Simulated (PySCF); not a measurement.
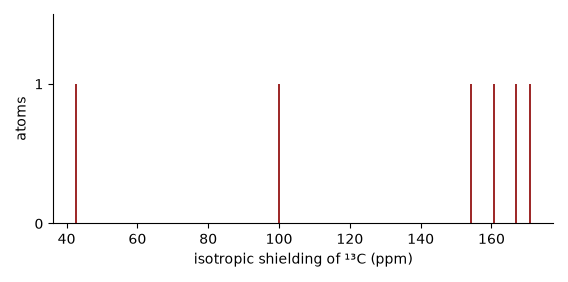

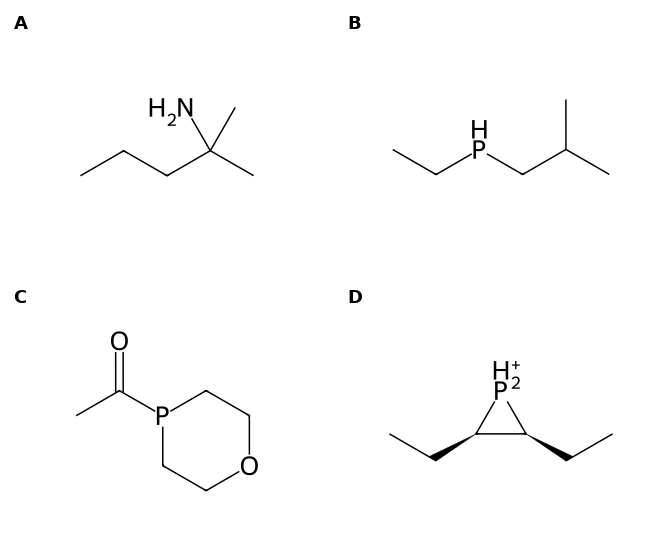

The sticks are computed shieldings of one of the molecules, for one fixed geometry (GFN2-xTB) without averaging over rotations. Low shielding means a high chemical shift. Method: GIAO PBE0/pcSseg-1 NMR shielding, non-relativistic, gas phase (PySCF 2.14.0).

**Which molecule gives this pattern?**

D, `CC[C@@H]1[PH2+][C@@H]1CC`. Its 6 C atoms give lines at 42.6, 99.9, 154.3, 160.6, 166.8, 171.0 ppm.

The geometry is semi-empirical. Around P such bond lengths and angles can be off by a tenth of an ångström or more and by several degrees, and values that hang on the shape move with them.
